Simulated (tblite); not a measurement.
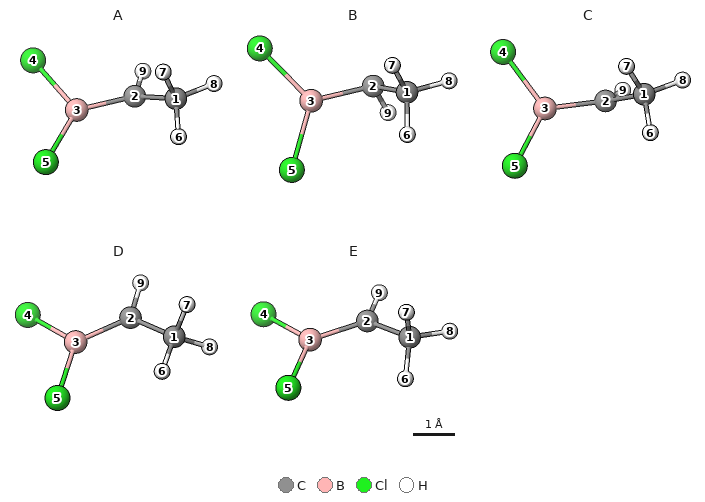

5 geometries from one relaxation of C2H4BCl2 (multiplicity 2), in shuffled order. A ball-and-stick model, seen from a free direction.

All numbers below come from tblite, GFN2-xTB geometry optimisation, gas phase. 

Q: Put them in the order of the run, from the start to the converged end.

A: B, C, A, E, D. They are steps 0, 17, 26, 36, 82, at +1.322 eV, +0.571 eV, +0.337 eV, +0.033 eV relative to the last. The atom that moves furthest after the best rigid fit is H9 (1.75 Å). Largest moves by element: H 1.75 Å, Cl 1.19 Å, C 0.41 Å, B 0.14 Å. Near-neighbour distances that change, for instance: C2–B3 1.612 → 1.500 Å, B3–Cl5 1.849 → 1.743 Å, B3–Cl4 1.839 → 1.744 Å, C1–C2 1.514 → 1.475 Å. Among the angles between lasting bonds that change: C1–C2–B3 111.3° → 125.8°, B3–C2–H9 108.5° → 119.8°, C1–C2–H9 110.7° → 114.4°. After 82 geometry steps the energy has fallen by 1.322 eV. The run took 0.42 s on 1 thread of Arm Neoverse V1 (shared host).
